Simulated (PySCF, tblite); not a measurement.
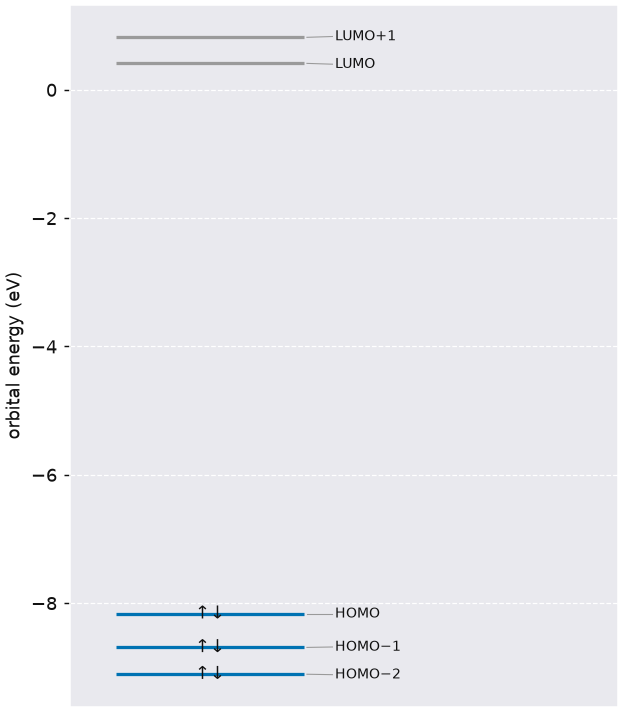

Kohn-Sham orbital energies near the frontier, CAM-B3LYP/def2-SVPD, PySCF, at a GFN2-xTB geometry (a minimum by its frequencies), isolated molecule; empty levels in grey, levels within 0.03 eV side by side.

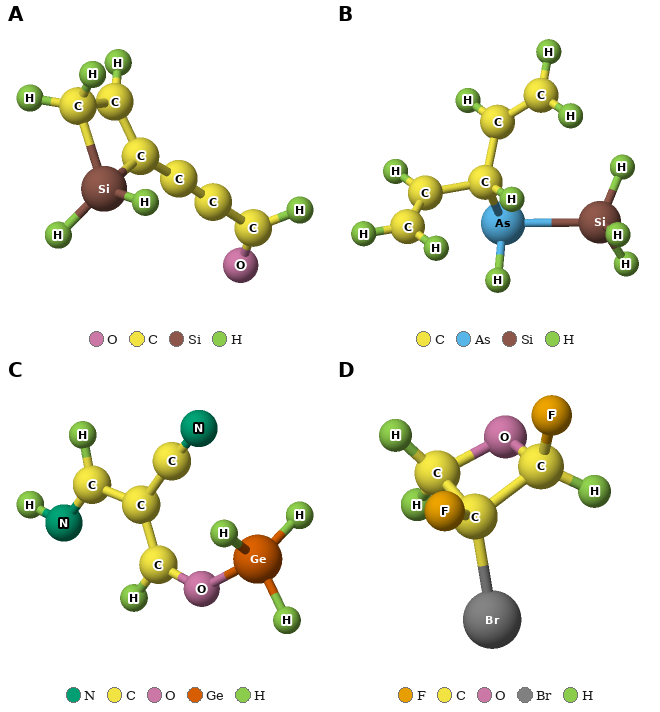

Question: Which molecule has this level scheme? Choose among the lettered structures.

Answer: Structure B, C₅H₁₁AsSi, SMILES C=CC(C=C)[AsH][SiH3]. HOMO −8.17 eV, LUMO 0.41 eV, separation 8.58 eV.

Note: the tight-binding geometry is rougher than a DFT one and adds to the error; one conformer of a flexible molecule; empty levels above zero depend strongly on the basis.
